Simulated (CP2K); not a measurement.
# AlGeH4F (SMILES [F][AlH][GeH3]) at GFN1-xTB

What is the vertical singlet–triplet gap of AlGeH4F at GFN1-xTB? 

Program for the calculation: CP2K 2026.2.

3 further runs of the same task are left out: 3 set aside as unsound or not needed. Runs told in other sessions of the task aren't counted.

### 1 The system as given

AlGeH4F: 7 atoms, total charge 0, spin state singlet. SMILES: `[F][AlH][GeH3]`. The coordinates come from a PBE0-D4/def2-TZVP relaxation.

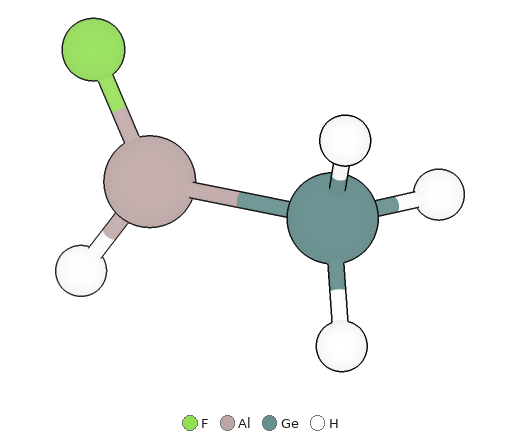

The structure, seen from a chosen angle (fluorine green, aluminium light grey, germanium teal, hydrogen white).

### 2 A single-point energy at GFN1-xTB

The input, job.inp:

```
&FORCE_EVAL
 METHOD QUICKSTEP
 &DFT
  ! Quickstep
  &QS
   METHOD XTB
   EPS_DEFAULT 1.0E-10
   &XTB
    GFN_TYPE 1
    CHECK_ATOMIC_CHARGES F
   &END
  &END
  &POISSON
   PERIODIC NONE
   POISSON_SOLVER ANALYTIC
  &END
  ! self-consistent field
  &SCF
   SCF_GUESS ATOMIC
   EPS_SCF 1.0E-06
   MAX_SCF 30
   &OT
    MINIMIZER CG
    PRECONDITIONER FULL_ALL
   &END
   &OUTER_SCF
    EPS_SCF 1.0E-06
    MAX_SCF 5
   &END
  &END
  &PRINT
   &MOMENTS
    PERIODIC F
    REFERENCE COM
    MAX_MOMENT 1
   &END
   &MO_CUBES
    NLUMO 5
    NHOMO -1
    WRITE_CUBE F
   &END
   &HIRSHFELD OFF
   &END
  &END
 &END
 ! atoms, cell and kinds
 &SUBSYS
  &CELL
   ABC 14 14.5 12.5
   PERIODIC NONE
  &END
  &COORD
   SCALED T
   F    0.35838214   0.42404483   0.57344800
   Al   0.46627500   0.43512759   0.52145600
   Ge   0.53196786   0.59287931   0.51092000
   H    0.51595357   0.34321034   0.48232000
   H    0.50821786   0.63694138   0.40188800
   H    0.49163929   0.65678966   0.59811200
   H    0.64161786   0.59287241   0.52111200
  &END
 &END
&END
&GLOBAL
 PROJECT job
 RUN_TYPE ENERGY
 PRINT_LEVEL MEDIUM
&END
```

Launch:

```sh
$ OMP_NUM_THREADS=1 cp2k.psmp -i job.inp > job.out 2>&1
```

What it wrote, shortened:

```text
CP2K| version string:                                       CP2K version 2026.2
[...]
 GLOBAL| Method name                                                        CP2K
[...]
 GLOBAL| Run type                                                         ENERGY
[...]
                             - Atoms:                                          7
[...]
                             - Spherical basis functions:                     30
[...]
 Number of electrons:                                                         18
[...]
     1 OT CG       0.15E+00    0.0     0.18800949       -10.0967518934 -1.01E+01
[...]
    18 OT CG       0.10E+00    0.0     0.00000088       -10.3077025202 -5.26E-11
  *** SCF run converged in    18 steps ***
[...]
 TB_DIPOLE| Moment [Debye]          1.95475839       0.45374839      -0.77204861
 TB_DIPOLE| Derivative [a.u.]       0.00000000       0.00000000       0.00000000
[...]
 ENERGY| Total FORCE_EVAL ( QS ) energy [hartree]            -10.307702520178497
[...]
```

Run time: 0.52 s. Hardware: 1 thread of Arm Neoverse V1, shared host.

### 3 The triplet, same level

The input, molecule.inp:

```
&GLOBAL
  PROJECT_NAME molecule
  RUN_TYPE ENERGY
  PRINT_LEVEL MEDIUM
&END GLOBAL

&FORCE_EVAL
  METHOD QUICKSTEP
  &DFT
    CHARGE 0
    MULTIPLICITY 3
    UNRESTRICTED_KOHN_SHAM T
    &QS
      METHOD XTB
      EPS_DEFAULT 1.0E-10
      &XTB
        GFN_TYPE 1
        CHECK_ATOMIC_CHARGES F
      &END XTB
    &END QS
    ! no periodic images
    &POISSON
      PERIODIC NONE
      POISSON_SOLVER ANALYTIC
    &END POISSON
    &SCF
      SCF_GUESS ATOMIC
      EPS_SCF 1.0E-06
      MAX_SCF 30
      &OT ON
        MINIMIZER CG
        PRECONDITIONER FULL_ALL
      &END OT
      &OUTER_SCF
        EPS_SCF 1.0E-06
        MAX_SCF 5
      &END OUTER_SCF
    &END SCF
    &PRINT
      &MOMENTS
        PERIODIC F
        REFERENCE COM
        MAX_MOMENT 1
      &END MOMENTS
      &MO_CUBES
        NLUMO 5
        NHOMO -1
        WRITE_CUBE F
      &END MO_CUBES
      &HIRSHFELD OFF
      &END HIRSHFELD
    &END PRINT
  &END DFT
  &SUBSYS
    ! vacuum box
    &CELL
      ABC [angstrom] 14 14.5 12.5
      PERIODIC NONE
    &END CELL
    &COORD
      SCALED T
      F    0.35838214   0.42404483   0.57344800
      Al   0.46627500   0.43512759   0.52145600
      Ge   0.53196786   0.59287931   0.51092000
      H    0.51595357   0.34321034   0.48232000
      H    0.50821786   0.63694138   0.40188800
      H    0.49163929   0.65678966   0.59811200
      H    0.64161786   0.59287241   0.52111200
    &END COORD
  &END SUBSYS
&END FORCE_EVAL
```

Launch:

```sh
$ OMP_NUM_THREADS=1 cp2k.psmp -i molecule.inp -o molecule.out
```

What it wrote, shortened:

```text
CP2K| version string:                                       CP2K version 2026.2
[...]
 GLOBAL| Method name                                                        CP2K
[...]
 GLOBAL| Run type                                                         ENERGY
[...]
                             - Atoms:                                          7
[...]
                             - Spherical basis functions:                     30
[...]
 Number of electrons:                                                         10
[...]
     1 OT CG       0.15E+00    0.0     0.09275851        -9.9686748897 -9.97E+00
[...]
     9 OT CG       0.31E+00    0.0     0.00000075       -10.1549944825 -2.55E-10
  *** SCF run converged in     9 steps ***
[...]
 TB_DIPOLE| Moment [Debye]          2.19536634       0.29132721      -0.80497242
 TB_DIPOLE| Derivative [a.u.]       0.00000000       0.00000000       0.00000000
[...]
 ENERGY| Total FORCE_EVAL ( QS ) energy [hartree]            -10.154994482508940
[...]
```

Run time: 1.1 s. Hardware: 1 thread of Arm Neoverse V1, shared host.

### 4 What came out

Level: GFN1-xTB.

| quantity | value |
| --- | --- |
| singlet: total energy | -10.30770 Eh |
| singlet: dipole moment (from atomic charges alone) | 2.15 D |
| singlet: HOMO energy | -11.63 eV |
| singlet: dispersion energy | -4.03 kJ/mol |
| triplet: total energy | -10.15499 Eh |
| triplet: dipole moment (from atomic charges alone) | 2.36 D |
| triplet: HOMO energy (highest over α and β) | -6.91 eV |
| triplet: dispersion energy | -4.03 kJ/mol |
| vertical energy of the triplet above the singlet | 4.155 eV |

What this shows: The method runs without spin polarisation, so open shells lack the exchange term that lowers high spin: such gaps come out too high and can have the wrong sign. At this shape the triplet lies 4.16 eV (401 kJ/mol) above the singlet. The dipole (singlet) comes from point charges on the atoms alone, without atomic dipoles, so it is partial. The dipole (triplet) comes from point charges on the atoms alone, without atomic dipoles, so it is partial.
